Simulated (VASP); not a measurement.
# Ba2CoS3: structure and properties in VASP, part 2 of 6

What structure does Ba2CoS3 take at this level, and what are its properties? The start is a computed cell from the Materials Project.

VASP 6.6.1; PBEsol, DFT+U (Co d 3 eV), spin-polarised from a ferromagnetic start; plane waves and PAW (Ba_sv, Co, S).

So far: The structure; Relaxing cell and atoms (PBEsol + U).

### 2. Relaxing cell and atoms (PBEsol + U) (continued)

Parts of OUTCAR (step 2):

```text
ion  position               nearest neighbor table
   1  0.011  0.250  0.826-  22 3.17  22 3.17  24 3.19  24 3.19  13 3.20  15 3.22  21 3.23  10 3.88
                            10 3.88   9 3.88   9 3.88
   2  0.489  0.750  0.326-  23 3.17  23 3.17  17 3.19  17 3.19  16 3.20  14 3.22  20 3.23  11 3.88
                            11 3.88  12 3.88  12 3.88
   3  0.511  0.250  0.674-  20 3.17  20 3.17  18 3.19  18 3.19  15 3.20  13 3.22  23 3.23   9 3.88
                             9 3.88  10 3.88  10 3.88
   4  0.989  0.750  0.174-  21 3.17  21 3.17  19 3.19  19 3.19  14 3.20  16 3.22  22 3.23  12 3.88
                            12 3.88  11 3.88  11 3.88
   5  0.173  0.250  0.478-  24 3.20  24 3.20  19 3.24  20 3.25  20 3.25  14 3.31  14 3.31   9 3.56
                             9 3.56  12 3.63   6 4.74   6 4.74
   6  0.827  0.750  0.522-  19 3.20  19 3.20  24 3.24  23 3.25  23 3.25  13 3.31  13 3.31  11 3.56
                            11 3.56  10 3.63   5 4.74   5 4.74
   7  0.673  0.250  0.022-  18 3.20  18 3.20  17 3.24  22 3.25  22 3.25  16 3.31  16 3.31  10 3.56
                            10 3.56  11 3.63   8 4.74   8 4.74
   8  0.327  0.750  0.978-  17 3.20  17 3.20  18 3.24  21 3.25  21 3.25  15 3.31  15 3.31  12 3.56
                            12 3.56   9 3.63   7 4.74   7 4.74
   9  0.245  0.750  0.697-  20 2.27  24 2.30  15 2.37  15 2.37   5 3.56   5 3.56   8 3.63   3 3.88
                             3 3.88   1 3.88   1 3.88
  10  0.745  0.750  0.803-  22 2.27  18 2.30  13 2.37  13 2.37   7 3.56   7 3.56   6 3.63   1 3.88
                             1 3.88   3 3.88   3 3.88
  11  0.755  0.250  0.303-  23 2.27  19 2.30  16 2.37  16 2.37   6 3.56   6 3.56   7 3.63   2 3.88
                             2 3.88   4 3.88   4 3.88
  12  0.255  0.250  0.197-  21 2.27  17 2.30  14 2.37  14 2.37   8 3.56   8 3.56   5 3.63   4 3.88
                             4 3.88   2 3.88   2 3.88
  13  0.772  0.250  0.720-  10 2.37  10 2.37   1 3.20   3 3.22   6 3.31   6 3.31
  14  0.228  0.750  0.280-  12 2.37  12 2.37   4 3.20   2 3.22   5 3.31   5 3.31
  15  0.272  0.250  0.780-   9 2.37   9 2.37   3 3.20   1 3.22   8 3.31   8 3.31
  16  0.728  0.750  0.220-  11 2.37  11 2.37   2 3.20   4 3.22   7 3.31   7 3.31
  17  0.435  0.250  0.140-  12 2.30   2 3.19   2 3.19   8 3.20   8 3.20   7 3.24
  18  0.565  0.750  0.860-  10 2.30   3 3.19   3 3.19   7 3.20   7 3.20   8 3.24
  19  0.935  0.250  0.360-  11 2.30   4 3.19   4 3.19   6 3.20   6 3.20   5 3.24
  20  0.361  0.750  0.554-   9 2.27   3 3.17   3 3.17   2 3.23   5 3.25   5 3.25
  21  0.139  0.250  0.054-  12 2.27   4 3.17   4 3.17   1 3.23   8 3.25   8 3.25
  22  0.861  0.750  0.946-  10 2.27   1 3.17   1 3.17   4 3.23   7 3.25   7 3.25
  23  0.639  0.250  0.446-  11 2.27   2 3.17   2 3.17   3 3.23   6 3.25   6 3.25
  24  0.065  0.750  0.640-   9 2.30   1 3.19   1 3.19   5 3.20   5 3.20   6 3.24

  LATTYP: Found a simple orthorhombic cell.
 ALAT       =     4.2127040000
 B/A-ratio  =     2.8874117431
 C/A-ratio  =     2.9507971602

 Subroutine GETGRP returns: Found  8 space group operations
 (whereof  2 operations were pure point group operations)

The static configuration has the point symmetry S_2 .
 The point group associated with its full space group is D_2h.

 Found     16 irreducible k-points:

   k-points           NKPTS =     16   k-points in BZ     NKDIM =     16   number of bands    NBANDS=    135

   dimension x,y,z NGX =    80 NGY =   28 NGZ =   84
   dimension x,y,z NGXF=   160 NGYF=   56 NGZF=  168

   ENCUT  =  400.0 eV  29.40 Ry    5.42 a.u.  19.84  6.87 20.27*2*pi/ulx,y,z

   NELECT =     188.0000    total number of electrons

 k-points in reciprocal lattice and weights: Automatic mesh
   0.00000000  0.00000000  0.00000000       0.019
   0.33333333  0.00000000  0.00000000       0.037
   0.00000000  0.16666667  0.00000000       0.037
   0.33333333  0.16666667  0.00000000       0.074
   0.00000000  0.33333333  0.00000000       0.037
   0.33333333  0.33333333  0.00000000       0.074
   0.00000000  0.50000000  0.00000000       0.019
   0.33333333  0.50000000  0.00000000       0.037
   0.00000000  0.00000000  0.33333333       0.037
[...]
0.00000000  0.50000000  0.33333333       0.037
   0.33333333  0.50000000  0.33333333       0.074

atom =   9  type =  2  l = 2

 onsite density matrix

spin component  1

  0.9512  0.0013 -0.0000  0.0000  0.0000
  0.0013  0.9571  0.0000  0.0000  0.0000
 -0.0000  0.0000  0.9484 -0.0056 -0.0020
  0.0000  0.0000 -0.0056  0.9545 -0.0007
  0.0000  0.0000 -0.0020 -0.0007  0.9615

spin component  2

  0.8672 -0.2169  0.0000 -0.0000 -0.0000
 -0.2169  0.1882 -0.0000  0.0000 -0.0000
  0.0000 -0.0000  0.7495  0.2942  0.0660
 -0.0000  0.0000  0.2942  0.3859  0.0320
 -0.0000 -0.0000  0.0660  0.0320  0.2218

 occupancies and eigenvectors

  o =  0.1248  v =  0.0000  0.0000  0.0000  0.0000  0.0000  0.2804  0.9599 -0.0000  0.0000  0.0000      0.0000  0.0000  0.0000  0.0000  0.0000  0.0000  0.0000  0.0000  0.0000  0.0000
  o =  0.2123  v =  0.0000  0.0000  0.0000  0.0000  0.0000  0.0000 -0.0000 -0.2774  0.3020  0.9120      0.0000  0.0000  0.0000  0.0000  0.0000  0.0000  0.0000  0.0000  0.0000  0.0000
  o =  0.2236  v =  0.0000  0.0000  0.0000  0.0000  0.0000  0.0000  0.0000 -0.4098  0.8214 -0.3966      0.0000  0.0000  0.0000  0.0000  0.0000  0.0000  0.0000  0.0000  0.0000  0.0000
  o =  0.9212  v =  0.0000  0.0000  0.0000  0.0000  0.0000  0.0000  0.0000  0.8690  0.4838  0.1041      0.0000  0.0000  0.0000  0.0000  0.0000  0.0000  0.0000  0.0000  0.0000  0.0000
  o =  0.9305  v =  0.0000  0.0000  0.0000  0.0000  0.0000 -0.9599  0.2804 -0.0000  0.0000  0.0000      0.0000  0.0000  0.0000  0.0000  0.0000  0.0000  0.0000  0.0000  0.0000  0.0000
  o =  0.9448  v =  0.0000  0.0000  0.8542  0.5050  0.1236  0.0000  0.0000  0.0000  0.0000  0.0000      0.0000  0.0000  0.0000  0.0000  0.0000  0.0000  0.0000  0.0000  0.0000  0.0000
  o =  0.9509  v = -0.9801  0.1986 -0.0000  0.0000  0.0000  0.0000  0.0000  0.0000  0.0000  0.0000      0.0000  0.0000  0.0000  0.0000  0.0000  0.0000  0.0000  0.0000  0.0000  0.0000
  o =  0.9574  v = -0.1986 -0.9801  0.0000 -0.0000 -0.0000  0.0000  0.0000  0.0000  0.0000  0.0000      0.0000  0.0000  0.0000  0.0000  0.0000  0.0000  0.0000  0.0000  0.0000  0.0000
  o =  0.9578  v =  0.0000 -0.0000 -0.4942  0.8625 -0.1085  0.0000  0.0000  0.0000  0.0000  0.0000      0.0000  0.0000  0.0000  0.0000  0.0000  0.0000  0.0000  0.0000  0.0000  0.0000
  o =  0.9618  v =  0.0000  0.0000  0.1614 -0.0316 -0.9864  0.0000  0.0000  0.0000  0.0000  0.0000      0.0000  0.0000  0.0000  0.0000  0.0000  0.0000  0.0000  0.0000  0.0000  0.0000

atom =  10  type =  2  l = 2

[...]
103       5.4849      0.00000
    104       5.5775      0.00000
    105       6.0185      0.00000
    ...

 k-point     2 :       0.3333    0.0000    0.0000
  band No.  band energies     occupation
    ...
     96       2.6923      1.00000
     97       2.7123      1.00000
     98       2.8040      1.00000
     99       2.8954      1.00000
    100       3.0594      1.00000
    101       4.8412      0.00000
    102       5.2147      0.00000
    103       5.5486      0.00000
    104       5.6046      0.00000
    105       6.0247      0.00000
    ...

 k-point     3 :       0.0000    0.1667    0.0000
  band No.  band energies     occupation
    ...
     96       2.5708      1.00000
     97       2.5963      1.00000
     98       2.6887      1.00000
     99       2.9362      1.00000
    100       3.0115      1.00000
    101       5.3013      0.00000
    102       6.0066      0.00000
    103       6.1413      0.00000
    104       6.1503      0.00000
    105       6.4347      0.00000
    ...

 k-point     4 :       0.3333    0.1667    0.0000
  band No.  band energies     occupation
    ...
     96       2.6237      1.00000
     97       2.6908      1.00000
     98       2.6927      1.00000
     99       2.8699      1.00000
    100       2.9454      1.00000
    101       5.4381      0.00000
    102       5.8047      0.00000
    103       6.0729      0.00000
    104       6.1701      0.00000
    105       6.3893      0.00000
    ...

 k-point     5 :       0.0000    0.3333    0.0000
  band No.  band energies     occupation
    ...
     96       2.4569      1.00000
     97       2.4643      1.00000
     98       2.5146      1.00000
     99       2.6798      1.00000
    100       2.7337      1.00000
    101       5.7693      0.00000
    102       6.1050      0.00000
    103       6.2884      0.00000
    104       6.5222      0.00000
    105       6.5594      0.00000
    ...

 k-point     6 :       0.3333    0.3333    0.0000
  band No.  band energies     occupation
    ...
     96       2.3950      1.00000
     97       2.4334      1.00000
     98       2.5652      1.00000
     99       2.6296      1.00000
    100       2.6981      1.00000
    101       5.8109      0.00000
    102       6.0357      0.00000
    103       6.1393      0.00000
    104       6.2116      0.00000
    105       6.7792      0.00000
    ...

  Total       -0.1111522     -0.0681176     -0.0290729      0.0000000      0.0000000      0.0000000
  in kB       -0.2877960     -0.1763704     -0.0752756      0.0000000      0.0000000      0.0000000
  external PRESSURE =      -0.1798140 kB  Pullay stress =       0.0000000 kB

  energy-cutoff  :      400.00
  volume of cell :      618.79
      direct lattice vectors                 reciprocal lattice vectors
    11.955390772  0.000000000  0.000000000     0.083644276 -0.000000000  0.000000000
     0.000000000  4.187266487  0.000000000    -0.000000000  0.238819288  0.000000000
     0.000000000  0.000000000 12.360888589     0.000000000  0.000000000  0.080900333

 POSITION                                       TOTAL-FORCE (eV/Angst)
 -----------------------------------------------------------------------------------
      0.13728      1.04682     10.21537         0.001840      0.000000      0.000330
      5.84042      3.14045      4.03493        -0.001840     -0.000000      0.000330
      6.11497      1.04682      8.32596         0.001840      0.000000     -0.000330
     11.81812      3.14045      2.14552        -0.001840     -0.000000     -0.000330
      2.06381      1.04682      5.90923         0.001684      0.000000      0.004791
      9.89158      3.14045      6.45166        -0.001684     -0.000000     -0.004791
      8.04151      1.04682      0.27121         0.001684      0.000000     -0.004791
      3.91388      3.14045     12.08968        -0.001684     -0.000000      0.004791
      2.92749      3.14045      8.62526         0.004326      0.000000     -0.004123
      8.90519      3.14045      9.91607         0.004326      0.000000      0.004123
      9.02790      1.04682      3.73563        -0.004326     -0.000000      0.004123
      3.05020      1.04682      2.44482        -0.004326     -0.000000     -0.004123
      9.25755      1.04682      8.82387        -0.000878     -0.000000      0.000819
      2.69784      3.14045      3.53702         0.000878      0.000000     -0.000819
      3.27985      1.04682      9.71746        -0.000878     -0.000000     -0.000819
      8.67554      3.14045      2.64343         0.000878      0.000000      0.000819
      5.22691      1.04682      1.73431         0.007524      0.000000      0.002706
      6.72848      3.14045     10.62658        -0.007524     -0.000000     -0.002706
     11.20461      1.04682      4.44613         0.007524      0.000000     -0.002706
      4.32831      3.14045      6.84358         0.000423      0.000000     -0.004033
      1.64938      1.04682      0.66313        -0.000423     -0.000000     -0.004033
     10.30601      3.14045     11.69775         0.000423      0.000000      0.004033
      7.62708      1.04682      5.51731        -0.000423     -0.000000      0.004033
      0.75078      3.14045      7.91476        -0.007524     -0.000000      0.002706
 -----------------------------------------------------------------------------------
    total drift:                                0.000000      0.000000     -0.000000

  FREE ENERGIE OF THE ION-ELECTRON SYSTEM (eV)
  ---------------------------------------------------
  free  energy   TOTEN  =      -129.3308477807 eV

  energy  without entropy=     -129.3308477807  energy(sigma->0) =     -129.33084778

 reached required accuracy - stopping structural energy minimisation

 total charge
# of ion       s       p       d       tot
------------------------------------------
    1        2.006   5.601   0.314   7.921
    2        2.006   5.601   0.314   7.921
    3        2.006   5.601   0.314   7.921
    4        2.006   5.601   0.314   7.921
    5        2.003   5.599   0.299   7.901
    6        2.003   5.599   0.299   7.901
    7        2.003   5.599   0.299   7.901
    8        2.003   5.599   0.299   7.901
    9        0.387   0.421   7.161   7.970
   10        0.387   0.421   7.161   7.970
   11        0.387   0.421   7.161   7.970
   12        0.387   0.421   7.161   7.970
   13        1.313   2.403   0.000   3.716
   14        1.313   2.403   0.000   3.716
   15        1.313   2.403   0.000   3.716
   16        1.313   2.403   0.000   3.716
   17        1.317   2.415   0.000   3.731
   18        1.317   2.415   0.000   3.731
   19        1.317   2.415   0.000   3.731
   20        1.318   2.416   0.000   3.734
   21        1.318   2.416   0.000   3.734
   22        1.318   2.416   0.000   3.734
   23        1.318   2.416   0.000   3.734
   24        1.317   2.415   0.000   3.731
--------------------------------------------------
tot         33.374  75.421  31.098 139.893

 magnetization (x)
# of ion       s       p       d       tot
------------------------------------------
    1        0.001   0.001   0.009   0.011
    2        0.001   0.001   0.009   0.011
    3        0.001   0.001   0.009   0.011
    4        0.001   0.001   0.009   0.011
    5        0.001   0.002   0.014   0.017
    6        0.001   0.002   0.014   0.017
    7        0.001   0.002   0.014   0.017
    8        0.001   0.002   0.014   0.017
    9        0.018   0.044   2.359   2.421
   10        0.018   0.044   2.359   2.421
   11        0.018   0.044   2.359   2.421
   12        0.018   0.044   2.359   2.421
   13        0.008   0.083   0.000   0.091
   14        0.008   0.083   0.000   0.091
   15        0.008   0.083   0.000   0.091
   16        0.008   0.083   0.000   0.091
   17        0.004   0.064   0.000   0.068
   18        0.004   0.064   0.000   0.068
   19        0.004   0.064   0.000   0.068
   20        0.004   0.073   0.000   0.077
   21        0.004   0.073   0.000   0.077
   22        0.004   0.073   0.000   0.077
   23        0.004   0.073   0.000   0.077
   24        0.004   0.064   0.000   0.068
--------------------------------------------------
tot          0.139   1.075   9.528  10.741

[... 6 further parts left out ...]
[key lines of the parts left out:]
E-fermi :   3.4667
```

The magnetic state follows from one typed start and may not be the lowest. The gap is read on the k-mesh alone, so it is an upper bound where the band edges lie off the mesh. Harder data sets than Ba_sv exist (the GW ones), and pressures, volumes and forces can shift noticeably with them. The PAW data sets were made with PBE, which is usual practice but a small mismatch for other functionals. The run keeps the 8 symmetry operations of its start, so it cannot find a distortion of lower symmetry.

Relaxation path:

```tsv
step	energy less that of the first step (eV)	largest force (eV/Å)	pressure (GPa)	volume (Å³)
1	0.0000	0.3267	-1.23	636.99
2	-0.0922	0.2764	0.29	618.43
3	-0.0923	0.2781	0.25	618.94
4	-0.1238	0.1736	0.15	618.47
5	-0.1373	0.0501	0.05	617.90
6	-0.1398	0.0376	-0.02	618.77
7	-0.1408	0.0243	-0.11	619.81
8	-0.1417	0.0403	0.06	618.09
9	-0.1417	0.0349	0.03	618.44
10	-0.1422	0.0222	0.01	618.47
11	-0.1424	0.0203	0.00	618.50
12	-0.1423	0.0403	-0.01	618.54
13	-0.1424	0.0257	0.00	618.51
14	-0.1429	0.0134	-0.01	618.56
15	-0.1431	0.0208	-0.01	618.62
16	-0.1434	0.0157	0.03	618.36
17	-0.1434	0.0154	0.04	618.27
18	-0.1435	0.0140	0.05	618.11
19	-0.1436	0.0110	0.03	618.42
20	-0.1437	0.0122	-0.01	618.82
21	-0.1438	0.0080	-0.02	618.79
```

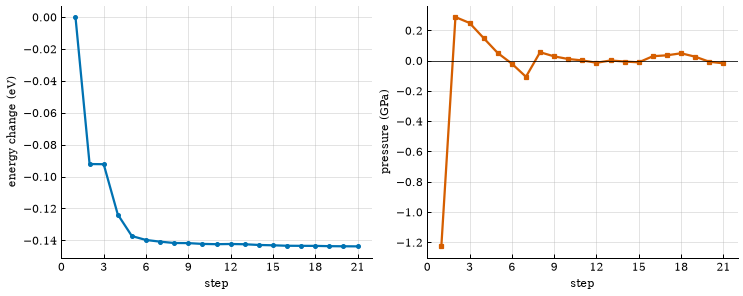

Energy and pressure along the relaxation.

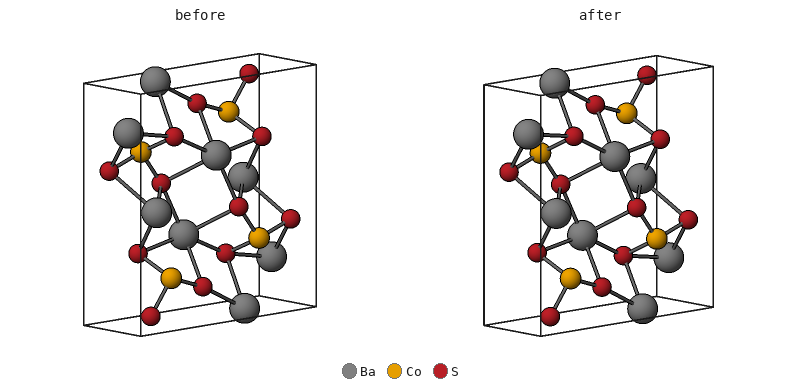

The structure before and after the relaxation, drawn at the same scale.

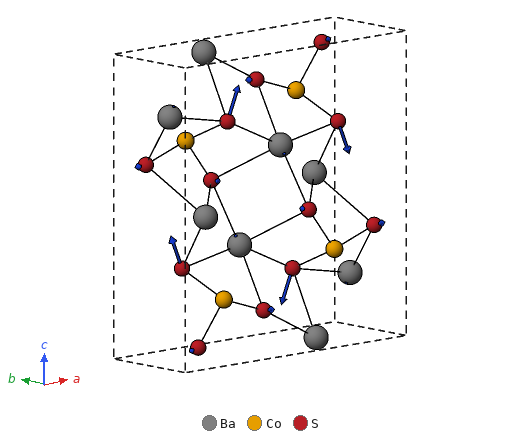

Displacements in the relaxation, exaggerated, measured against the changing cell; the longest in the cell stands for 0.08 Å.

```tsv
conventional cell, symmetrised	before	after	change
a (Å)	12.164	11.955	-1.7 %
b (Å)	4.213	4.187	-0.6 %
c (Å)	12.431	12.361	-0.6 %
volume (Å³/atom)	26.54	25.78	-2.9 %
```

The atoms that moved most (Å, as changes of fractional coordinates times the final cell):

```tsv
atom	dx	dy	dz	length
S15	0.033	0.000	0.076	0.083
S13	0.033	0.000	-0.076	0.083
S14	-0.033	0.000	0.076	0.083
S16	-0.033	0.000	-0.076	0.083
S17	0.023	0.000	-0.002	0.023
S19	0.023	0.000	0.002	0.023
S18	-0.023	0.000	0.002	0.023
S24	-0.023	0.000	-0.002	0.023
```

Final coordinates:

```xyz
24
Lattice="11.9554 0.0000 0.0000 0.0000 4.1873 0.0000 0.0000 0.0000 12.3609" Properties=species:S:1:pos:R:3 pbc="T T T"
Ba    0.1373    1.0468   10.2154
Ba    5.8404    3.1404    4.0349
Ba    6.1150    1.0468    8.3260
Ba   11.8181    3.1404    2.1455
Ba    2.0638    1.0468    5.9092
Ba    9.8916    3.1404    6.4517
Ba    8.0415    1.0468    0.2712
Ba    3.9139    3.1404   12.0897
Co    2.9275    3.1404    8.6253
Co    8.9052    3.1404    9.9161
Co    9.0279    1.0468    3.7356
Co    3.0502    1.0468    2.4448
S     9.2576    1.0468    8.8239
S     2.6978    3.1404    3.5370
S     3.2799    1.0468    9.7175
S     8.6755    3.1404    2.6434
S     5.2269    1.0468    1.7343
S     6.7285    3.1404   10.6266
S    11.2046    1.0468    4.4461
S     4.3283    3.1404    6.8436
S     1.6494    1.0468    0.6631
S    10.3060    3.1404   11.6978
S     7.6271    1.0468    5.5173
S     0.7508    3.1404    7.9148
```

This step gave:

```yaml
electrons: 188
bands: 135
irreducible_k_points: 16
symmetry_operations: 8
free_energy_toten: -129.3308 eV
fermi_energy: 3.467 eV
pressure: -0.01798 GPa
moment_of_the_cell_from_the_last_line_of_the_log: 12 μB
metallic: no
valence_top_at_k: 0, 0, 0
conduction_bottom_at_k: 0, 0.5, 0
least_direct_gap_at_k: 0, 0.5, 0.3333
scf_cycles_over_all_ionic_steps: 216
gap_on_the_k_mesh: 0.5860 eV
least_direct_gap_on_the_k_mesh: 0.8375 eV
```

Spin moment in the PAW sphere by atom:

```tsv
atom	spin moment in the PAW sphere (μB)
Ba1	0.01
Ba2	0.01
Ba3	0.01
Ba4	0.01
Ba5	0.02
Ba6	0.02
Ba7	0.02
Ba8	0.02
Co9	2.42
Co10	2.42
Co11	2.42
Co12	2.42
S13	0.09
S14	0.09
S15	0.09
S16	0.09
S17	0.07
S18	0.07
S19	0.07
S20	0.08
S21	0.08
S22	0.08
S23	0.08
S24	0.07
```

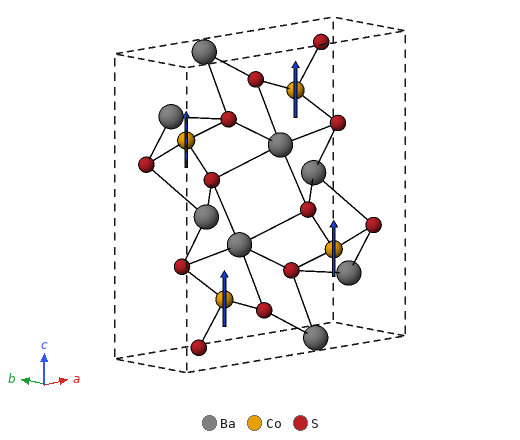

Spin moment in the PAW sphere as arrows, the longest 2.42 μB. Up and down stand for the sign. Arrows give size and sign along the axis of quantisation, drawn up and down the page.

It ends with a largest force of 0.008 eV/Å and a pressure of -0.02 GPa.

(Part 2 of 6 ends here.)

[Lines on the potential files, build, host, timing and source positions are cut from VASP's logs without a mark.]

[Logs are printed without paths, hosts, clocks, repeated set-up lines and the standing remarks that a program may print on its own settings, such as how far it seeks lower states.]

[Hosts, paths, dates, database ids (printed as entryN), source tags and the programs' standing remarks are cut or masked in the printed files.]

[A measured line is paired with the nearest computed mode of its activity, which favours agreement.]

[In band tables of VASP the shares of atoms and orbitals are scaled to a sum of 1 inside the atoms' spheres.]
